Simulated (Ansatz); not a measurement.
# FH5Si2···SiH4: what the fields show

The calculation's input:

```
crystal:
  periodic: [false, false, false]
  atoms:
    - { symbol: Si, position_ang: [-0.850857, 1.043441, 0.748822] }
    - { symbol: Si, position_ang: [0.898854, -2.013258, 0.56706] }
    - { symbol: H, position_ang: [-1.420586, -0.332684, 0.981013] }
    - { symbol: H, position_ang: [-1.872391, 2.047229, 1.217736] }
    - { symbol: Si, position_ang: [-0.283716, 1.457056, -1.497151] }
    - { symbol: H, position_ang: [1.268309, -0.686155, 1.024885] }
    - { symbol: F, position_ang: [0.500539, 1.246695, 1.701685] }
    - { symbol: H, position_ang: [-0.023098, -2.651753, 1.566604] }
    - { symbol: H, position_ang: [0.195797, -1.930768, -0.760385] }
    - { symbol: H, position_ang: [2.130137, -2.861568, 0.409349] }
    - { symbol: H, position_ang: [0.859457, 0.598039, -1.959319] }
    - { symbol: H, position_ang: [0.090995, 2.906709, -1.650178] }
    - { symbol: H, position_ang: [-1.493441, 1.176915, -2.350121] }
basis:
  gaussian: { orbitals: def2-SVP }
hamiltonian:
  xc: pbe
  dispersion: d4
relax:
  f_tol: 0.03
  max_steps: 50
output:
  orbitals: {}
```

Command:

```sh
ansatz run input.yaml --threads 2 --pin off --max-ram 3072MiB --backend cpu --events-out ev --progress --plain --runs-dir out
```

The fields are those of the relaxed geometry.

Method: RKS PBE-D4/def2-SVP (Ansatz 0.2.0).

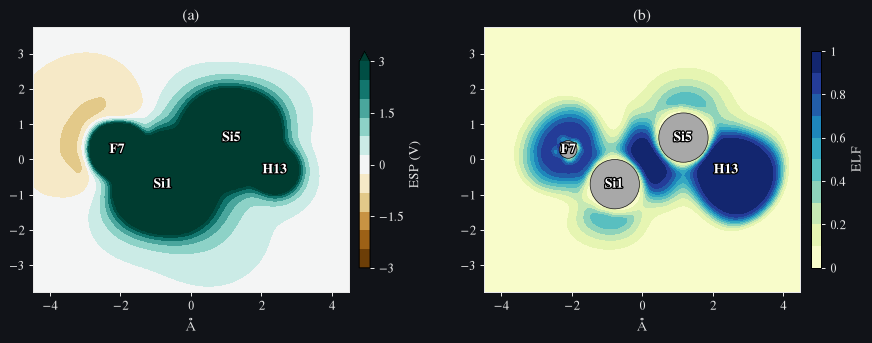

Figure 1. (a) electrostatic potential; (b) ELF on the plane of atoms Si1, Si5 and H13. Grey discs cover the atomic cores in the ELF map.

Question: Interpret the plot.

Answer:
- The section cuts through Si, F and H sites.
- Si–F (1.65 Å): the ELF peaks at about 0.85 in the valence shell of F, 0.6 Å from its nucleus, and is about 0.45 at the midpoint.
- Si–Si (2.35 Å): the ELF peaks at about 1 between the atoms; localised, covalent bonding.
- Si–H (1.51 Å): the ELF climbs to about 1 towards the hydrogen, as it does in any bond to H.
- The ELF also peaks beside F7, away from the bonds: lone-pair regions.
- Outside the dense part of the complex the potential is most negative (−1.0 V) near F7.

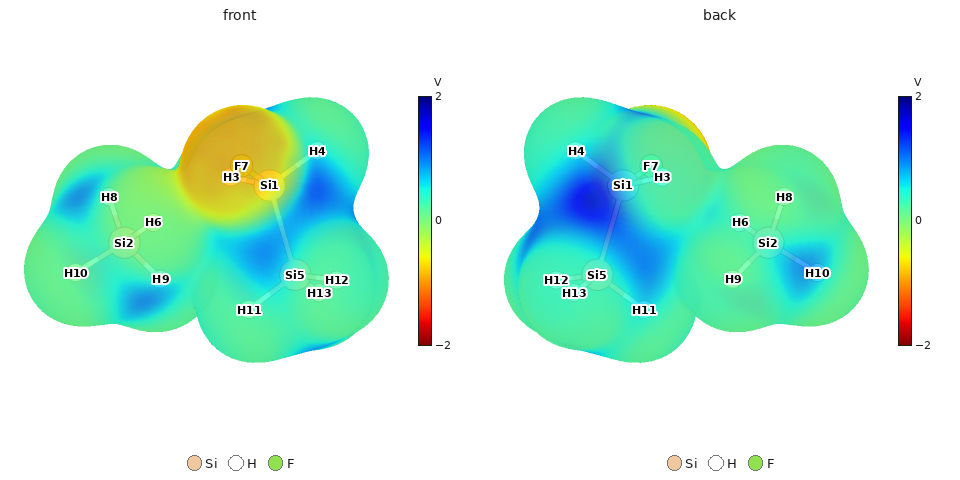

Figure 2. The electrostatic potential painted on the density surface at 0.002 e/bohr³, seen from the front and from behind; the colour scale runs from red (negative) to blue (positive).

Question: Describe the electrostatic potential map.

Answer: The most negative region (about −0.9 V, or −21 kcal/mol for a unit charge) lies over F7, the most positive (about +1.6 V, or +37 kcal/mol for a unit charge) over Si1.

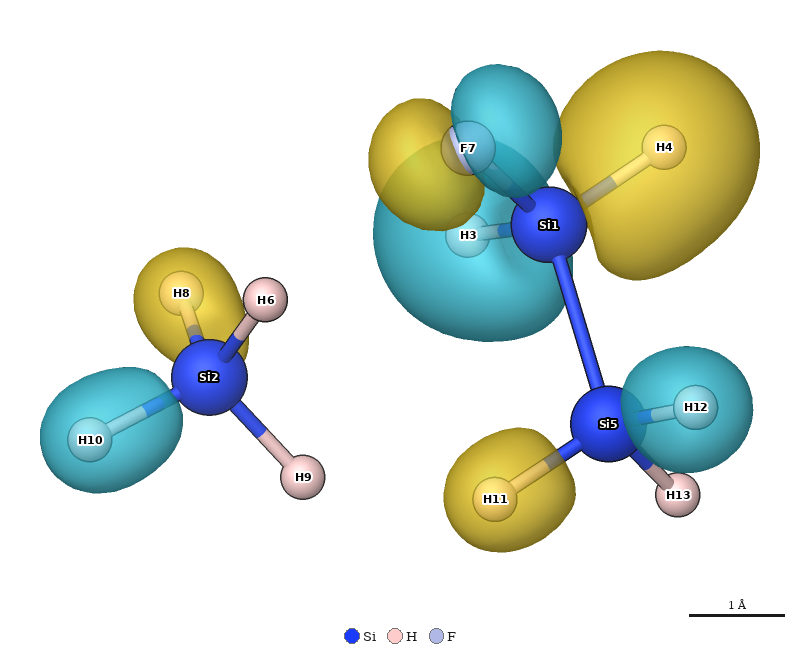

Figure 3. The HOMO−1 at ±0.1 Å⁻³ᐟ² (yellow and cyan are the two phases), seen at a tilt.

Question: Where does this orbital lie, and at what energy?

Answer: Its weight (Hirshfeld) is mainly on Si1 (about 25 %), H4 (about 20 %), H3 (about 20 %) and F7 (about 20 %). Its energy is −8.05 eV.
